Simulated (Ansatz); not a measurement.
**CH5BClFSi: density, localisation and related maps**

Input file:

```
crystal:
  periodic: [false, false, false]
  atoms:
    - { symbol: B, position_ang: [-0.1524, 0.5918, 1.6975] }
    - { symbol: Si, position_ang: [-0.5526, 0.4304, -0.2128] }
    - { symbol: C, position_ang: [0.6187, -0.7945, -0.9575] }
    - { symbol: F, position_ang: [0.5569, -2.0145, -0.3393] }
    - { symbol: Cl, position_ang: [0.35, -0.9596, -2.706] }
    - { symbol: H, position_ang: [-0.8588, 1.392, 2.3287] }
    - { symbol: H, position_ang: [0.6952, 0.0232, 2.1996] }
    - { symbol: H, position_ang: [-1.8859, -0.0304, -0.415] }
    - { symbol: H, position_ang: [-0.3801, 1.7507, -0.8359] }
    - { symbol: H, position_ang: [1.6921, -0.4403, -0.7565] }
basis:
  gaussian: { orbitals: def2-SVP }
hamiltonian:
  xc: pbe0
relax:
  f_tol: 0.015
  max_steps: 40
output:
  orbitals: {}
```

Run with:

```sh
ansatz run input.yaml --threads 2 --pin off --max-ram 3072MiB --backend cpu --events-out ev --progress --plain --runs-dir out
```

The fields are those of the relaxed geometry.

Level of theory: RKS PBE0/def2-SVP (Ansatz).

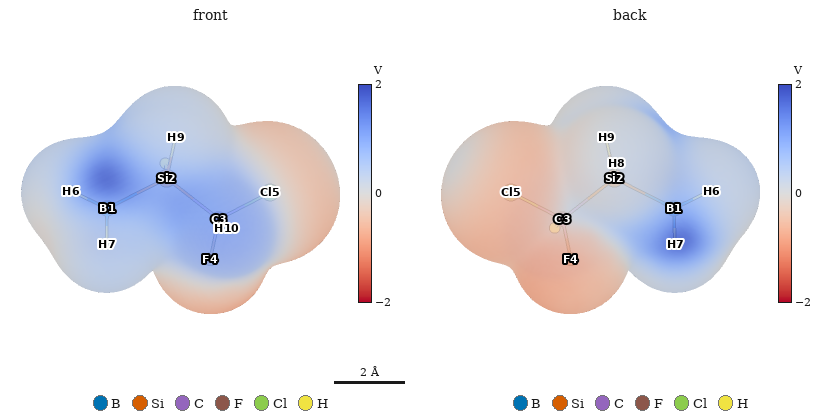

Figure 1. The electrostatic potential painted on the density surface at 0.001 e/bohr³, seen from the front and from behind; the colour scale runs from red (negative) to blue (positive).

### Where is the surface potential most negative and most positive?

The most negative region (about −0.8 V, or −18 kcal/mol for a unit charge) lies over F4, the most positive (about +1.6 V, or +37 kcal/mol for a unit charge) over B1.

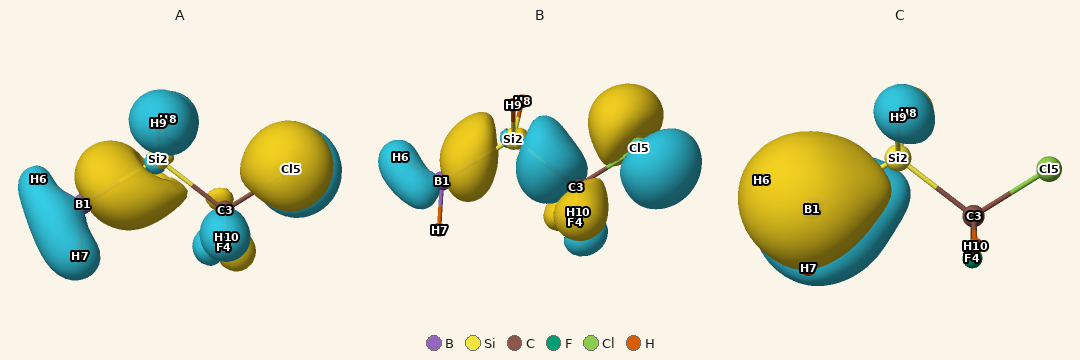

Figure 2. Three frontier orbitals at ±0.1 Å⁻³ᐟ² (yellow and cyan are the two phases), in no order.

### Order the three orbitals by energy and name them.

A is the HOMO−1 (−8.75 eV). Its weight (Hirshfeld) is mainly on Cl5 (about 40 %), Si2 (about 20 %) and B1 (about 15 %). B is the HOMO (−7.94 eV). It lies mainly on Cl5 (about 50 %), C3 (about 15 %), Si2 (about 15 %), B1 (about 10 %) and F4 (about 5 %). C is the LUMO (−2.71 eV). Its weight (Hirshfeld) is mainly on B1 (about 65 %), H7 (about 5 %) and H6 (about 5 %).

### What is the HOMO–LUMO gap?

5.23 eV between the orbital energies.

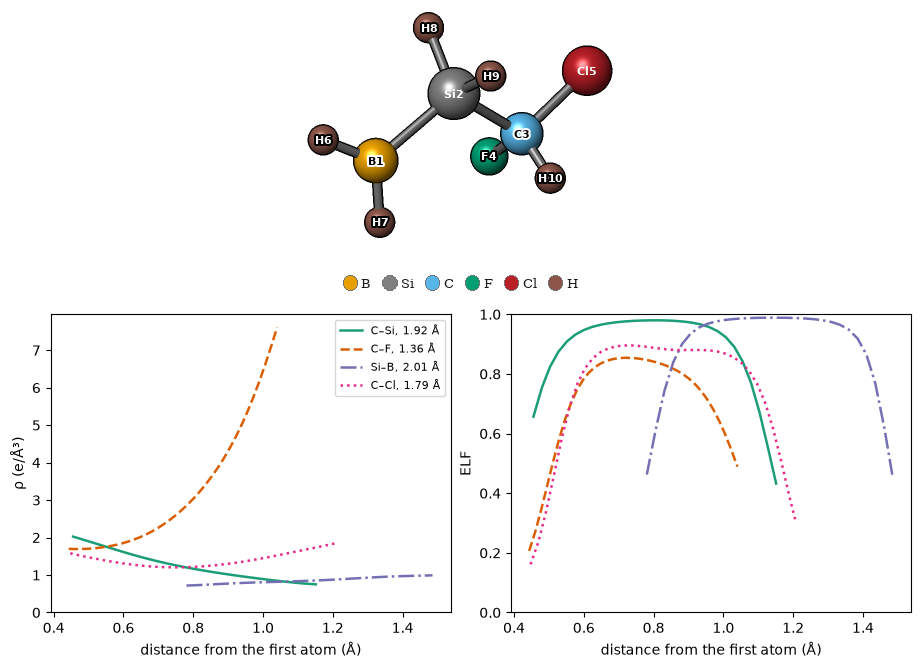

Figure 3. Total electron density and electron localisation function along straight lines between neighbouring atoms. The curves leave out the atomic cores. The structure is drawn too.

### What kind of bonding do the profiles show?

C–Si (1.92 Å): ρ at the midpoint is about 0.94 e/Å³; the ELF peaks at about 1 between the atoms (a shared electron pair).
C–F (1.36 Å): ρ is about 2.2 e/Å³ halfway, with its minimum of 1.7 e/Å³ about 0.5 Å from C; the ELF peaks at about 0.85 between the atoms: a polar covalent bond.
Si–B (2.01 Å): ρ at the midpoint is about 0.81 e/Å³; the ELF peaks at about 1 between the atoms; a covalent bond.
C–Cl (1.79 Å): ρ is about 1.3 e/Å³ halfway; the ELF peaks at about 0.90 between the atoms, as expected for a covalent bond.
